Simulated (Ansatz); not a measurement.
| atom | x (Å) | y (Å) | z (Å) |
| --- | --- | --- | --- |
| C | 0.1167 | -0.6948 | -0.1156 |
| C | 0.7133 | -1.0613 | 1.0577 |
| C | 1.0325 | 0.1470 | 1.8743 |
| C | 0.6726 | 1.3375 | 1.2974 |
| B | 0.0437 | 0.9160 | -0.0485 |
| Br | -0.7043 | 1.9950 | -1.4377 |
| S | -0.4442 | -1.7177 | -1.4023 |
| H | -0.8943 | -0.6919 | -2.1879 |
| H | 0.9447 | -2.0829 | 1.3944 |
| H | 1.5202 | 0.0443 | 2.8598 |
| H | 0.8301 | 2.3225 | 1.7528 |

Geometry: PBE-D3(BJ)/def2-SVP.

All numbers below come from Ansatz, isolated molecule in a Gaussian basis; Kohn-Sham density functional theory, functional PBE0.

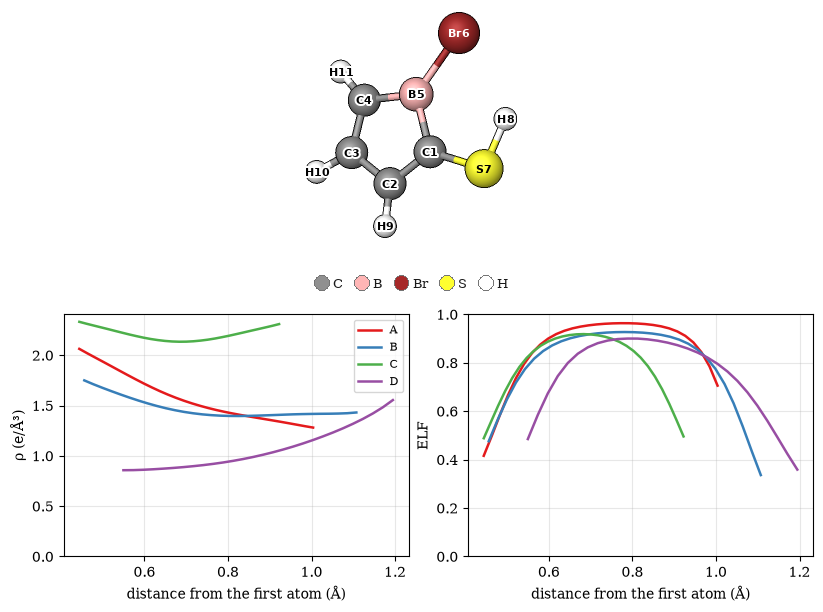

C₄H₄BBrS (SMILES SC1=CC=CB1Br). Total electron density and ELF along straight lines between neighbouring atoms. The curves leave out the atomic cores. The structure is drawn too.

Which curve belongs to which contact (B–Br, C–B, C–C and C–S)? The first atom named is at distance zero.

Answer. Curve A: C–B (1.54 Å): the density is about 1.5 e/Å³ at the midpoint; the ELF peaks at about 0.95 between the atoms: a covalent bond. Curve B: C–S (1.74 Å): the density is about 1.4 e/Å³ at the midpoint; the ELF peaks at about 0.95 between the atoms, as expected for a covalent bond. Curve C: C–C (1.37 Å): ρ at the midpoint is about 2.1 e/Å³; the ELF peaks at about 0.90 between the atoms: localised, covalent bonding. Curve D: B–Br (1.91 Å): ρ is about 1.1 e/Å³ halfway; the ELF peaks at about 0.90 between the atoms: a polar covalent bond.
